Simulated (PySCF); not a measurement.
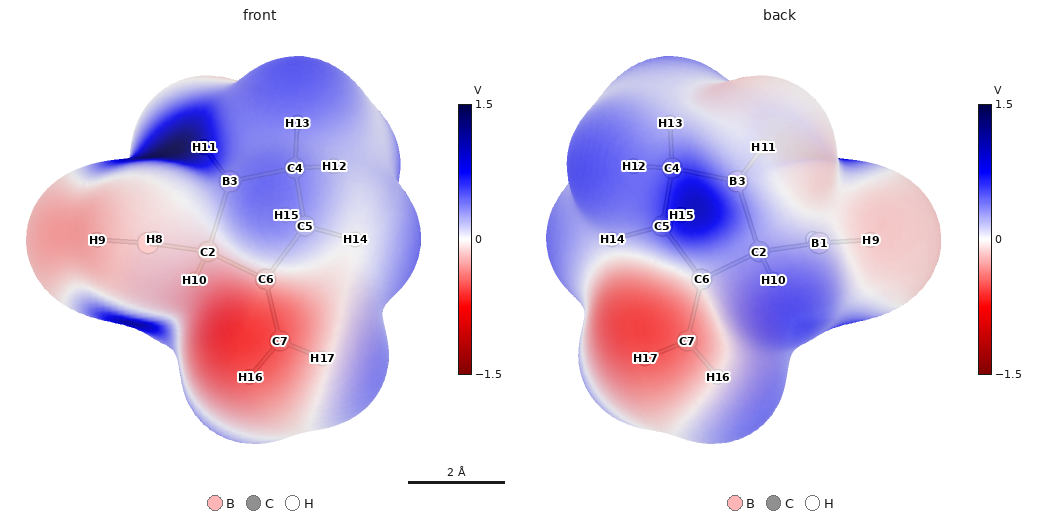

The picture shows: C5H10B2 (SMILES B[C@H]1BCCC1=C). The electrostatic potential painted on the density surface at 0.001 e/bohr³, seen from the front and from behind; the colour scale runs from red (negative) to blue (positive).

Geometry: GFN2-xTB.

Method: PySCF, CAM-B3LYP/def2-SVPD, SCF density, gas phase.

Input file:

```
{"job": {"kind": "uv", "xc": "CAM-B3LYP", "basis": "def2-SVPD", "nstates": 8, "ntriplets": 3}, "charge": 0, "multiplicity": 1}
B      2.095530    -0.306747     0.155787
C      0.823032     0.128841    -0.650936
B      0.089098    -1.212141    -1.045214
C     -1.229211    -1.290462    -0.187573
C     -1.147774    -0.112118     0.799693
C     -0.195257     0.869748     0.175395
C     -0.259536     2.184480     0.292411
H      2.049599    -0.427038     1.318250
H      3.092731    -0.533844    -0.411893
H      1.141452     0.698718    -1.526621
H      0.437383    -1.978018    -1.854580
H     -2.090842    -1.154112    -0.848832
H     -1.402395    -2.239664     0.322745
H     -2.117117     0.338560     1.014346
H     -0.723958    -0.456568     1.746898
H      0.454739     2.833997    -0.186524
H     -1.024472     2.668398     0.876739
```

Command:

```sh
OMP_NUM_THREADS=1 python probes_run.py task.json out
```

Where is the surface potential most negative and most positive?

Answer. The most negative region (about −0.6 V) lies over the π face of C6 and C7, the most positive (about +1.4 V) over B1 and B3.
